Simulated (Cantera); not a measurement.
Charge: 1 mol BF3, 0.28 mol O2, 140 mol H2, held at 13300 Pa.

Cantera equilibrium calculation (NASA polynomials, part measured and part estimated; ideal gas, pure solids and liquids). Candidate condensed phases: B, B2O3, B3O3H3, H2O; 43 gas species. The tables' values for BF2, BH2 are old estimates; treat these amounts as uncertain. Gases not in the tables: H3BO3. Rates play no part.

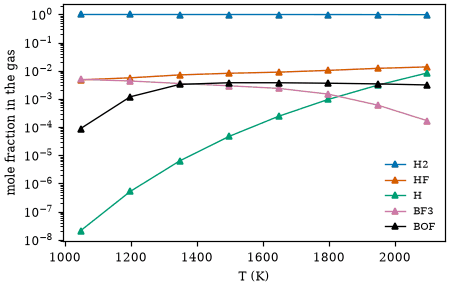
*Equilibrium gas composition (values under 1e-9 drawn at 1e-9)*

At 1048 K the condensed part is B2O3(l). From 1198 K to 2098 K nothing is condensed.
